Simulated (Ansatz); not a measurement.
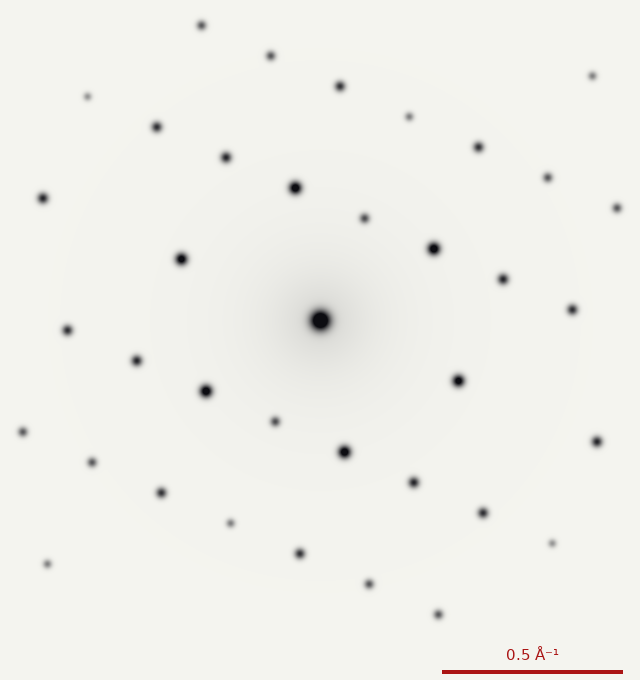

Kinematic zone-axis pattern, calculated for 200 keV electrons with B = 0.3 Å².

### Read the repeat vectors of the pattern off the scale bar.

The spots form a rectangular net whose two shortest vectors correspond to d = 4.75 Å and 3.24 Å, 90.0° apart.

### What is the point symmetry of the pattern, intensities included?

2mm.

### Which crystal and zone produced it?

This cannot be fixed from one zone alone; the pattern is [210] of AlSe3, space group R-3c (No. 167), a = 6.471 Å, c = 14.244 Å (hexagonal axes). The net vectors are 0 0 3 (itself extinct) and 1 -2 0. Structure: coordinates from a relaxation with DFT, PAW plane waves, pbe (Ansatz 0.2.0); the starting structure was generated, so it need not be a known form of this composition.
